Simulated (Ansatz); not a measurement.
# AlCl3H2OZr···HF: what the fields show

Input file:

```
crystal:
  periodic: [false, false, false]
  atoms:
    - { symbol: Zr, position_ang: [0.0, 0.0, 0.0] }
    - { symbol: F, position_ang: [0.0, 0.0, 2.33] }
    - { symbol: Cl, position_ang: [2.3764, 0.0, -0.8392] }
    - { symbol: Cl, position_ang: [-1.1869, 2.0563, -0.8392] }
    - { symbol: Cl, position_ang: [-1.1869, -2.0563, -0.8392] }
    - { symbol: O, position_ang: [-2.2491, 0.0, 0.7473] }
    - { symbol: Al, position_ang: [-3.5628, -0.9643, 0.0314] }
    - { symbol: H, position_ang: [-3.2937, -2.4314, -0.4258] }
    - { symbol: H, position_ang: [-4.9834, -0.3425, -0.1389] }
    - { symbol: H, position_ang: [-1.3253, 0.0, 1.9476] }
basis:
  gaussian: { orbitals: def2-SVP }
hamiltonian:
  xc: pbe
relax:
  f_tol: 0.15
  max_steps: 25
  restrain:
    - { distance: [0, 5], at: 2.07, k: 30.0 }
    - { distance: [9, 1], at: 0.92, k: 30.0 }
    - { distance: [0, 1], at: 3.18, k: 30.0 }
    - { distance: [9, 5], at: 2.21, k: 30.0 }
output:
  orbitals: {}
```

Run with:

```sh
ansatz run input.yaml --threads 4 --pin off --max-ram 5120MiB --backend cpu --events-out ev --progress --plain --runs-dir out
```

The fields are those of the run's last geometry, not of the input's.

Core potentials replace the inner electrons of Zr; not at a stationary point (largest force 1.6 eV/Å).

All numbers below come from Ansatz, RKS PBE/def2-SVP.

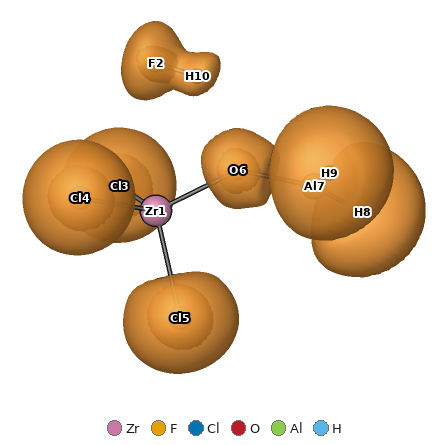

Figure 1. Isosurface of the electron localisation function at 0.75 (orange), seen at a tilt. Only the valence region is drawn (cores and ρ < 0.01 e/Å³ removed).

What do the ELF domains correspond to?

The ELF exceeds this value in two regions around hydrogen nuclei, three regions wrapped around Cl (the valence shell of each), one region wrapped around O (its valence shell) and one joined region spread over several atoms (F, H), in which their bonds and any lone pairs are merged. Profiles from the grid: Zr1···F2 (3.17 Å): the ELF dips to about 0 between them. Al–O (1.75 Å): the ELF peaks at about 0.85 in the valence shell of O, 0.7 Å from its nucleus, and is about 0.35 at the midpoint.

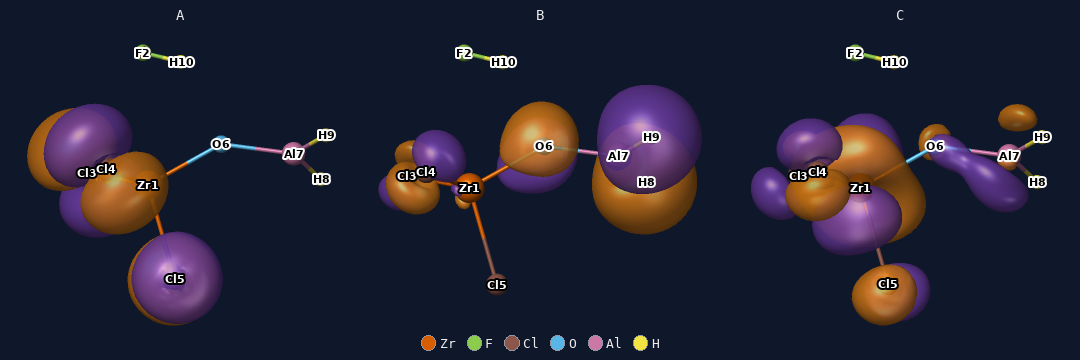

Figure 2. Three frontier orbitals at ±0.08 Å⁻³ᐟ² (orange and purple are the two phases), in no order.

Order the three orbitals by energy and name them.

A is the HOMO−1 (−7.91 eV). It lies mainly on Cl4 (about 35 %), Cl3 (about 35 %) and Cl5 (about 30 %); largely a combination of lone pairs on Cl4, Cl3 and Cl5. B is the HOMO (−7.50 eV). Its weight (Hirshfeld) is mainly on Al7 (about 25 %), H8 (about 25 %), H9 (about 25 %) and O6 (about 20 %). C is the LUMO (−3.08 eV). By Hirshfeld shares it lies mainly on Zr1 (about 65 %), Cl4 (about 10 %), Cl5 (about 10 %), Al7 (about 5 %) and Cl3 (about 5 %).

What is the HOMO–LUMO gap?

4.42 eV between the orbital energies.

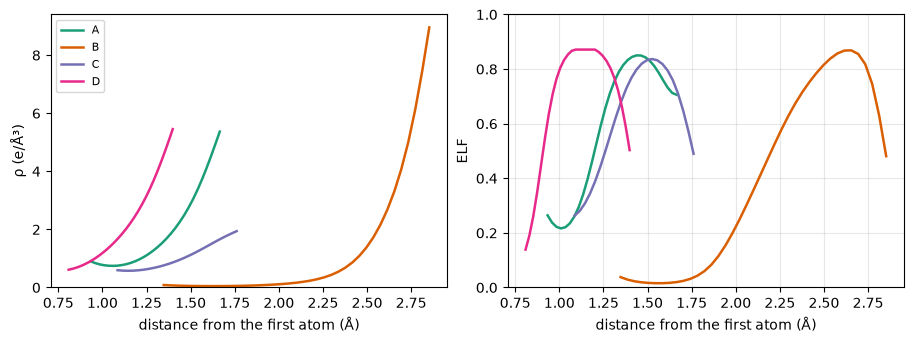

Figure 3. Electron density and electron localisation function along straight lines between neighbouring atoms. The curves leave out the atomic cores.

Which curve belongs to which contact (Al–O, Zr–Cl, Zr–F and Zr–O)? The first atom named is at distance zero.

Curve A: Zr–O (2.02 Å): ρ is about 0.77 e/Å³ halfway; the ELF peaks at about 0.85 in the valence shell of O, 0.6 Å from its nucleus, and drops to about 0.20 between the two atoms. Curve B: Zr1···F2 (3.17 Å): the density falls to about 0.05 e/Å³ on the way; the ELF dips to about 0 between them. Curve C: Zr–Cl (2.35 Å): ρ at the midpoint is about 0.58 e/Å³; the ELF peaks at about 0.85 in the valence shell of Cl, 0.8 Å from its nucleus, and is about 0.35 at the midpoint. Curve D: Al–O (1.75 Å): ρ at the midpoint is about 0.73 e/Å³; the ELF peaks at about 0.85 in the valence shell of O, 0.7 Å from its nucleus, and is about 0.35 at the midpoint.

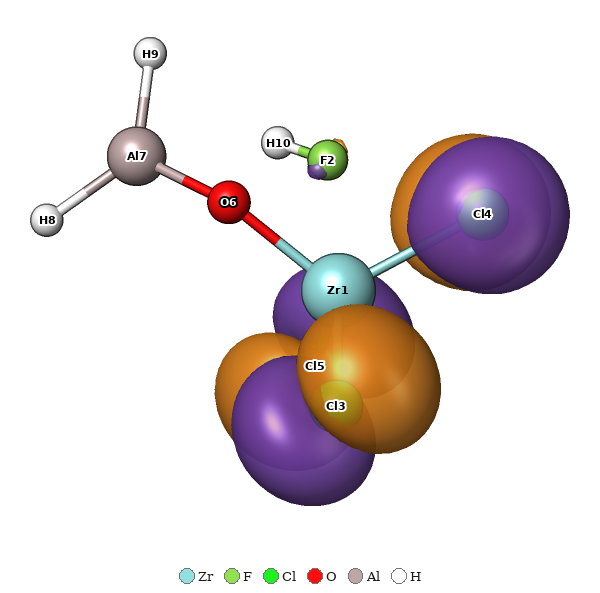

Figure 4. The HOMO−1 at ±0.08 Å⁻³ᐟ² (orange and purple are the two phases), seen at an oblique angle.

Where does this orbital lie, and at what energy?

Its weight (Hirshfeld) is mainly on Cl4 (about 35 %), Cl3 (about 35 %) and Cl5 (about 30 %); largely a combination of lone pairs on Cl4, Cl3 and Cl5. Its energy is −7.91 eV.
